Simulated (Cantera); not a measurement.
Input: 1 mol Si, 0.02 mol H2O, 11 mol N2, 0.069 mol N2O, equilibrated at 32.3 Torr.

Cantera equilibrium calculation (NASA polynomials, part measured and part estimated; ideal gas, pure solids and liquids). Candidate condensed phases: H2O, Si, SiO2, Si2N2O, Si3N4; 35 gas species. Mutual solubility and eutectic melting of coexisting phases are not modelled. The tables' values for SiN are old estimates; treat these amounts as uncertain. The numbers say what is thermodynamically allowed, not how fast it happens.

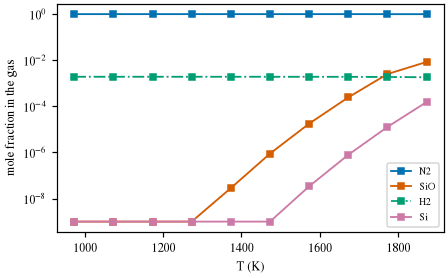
*Equilibrium gas composition (values under 1e-9 drawn at 1e-9)*

From 973 K to 1773 K the condensed part is Si2N2O(s) + Si3N4(s). At 1873 K the condensed part is Si3N4(s).
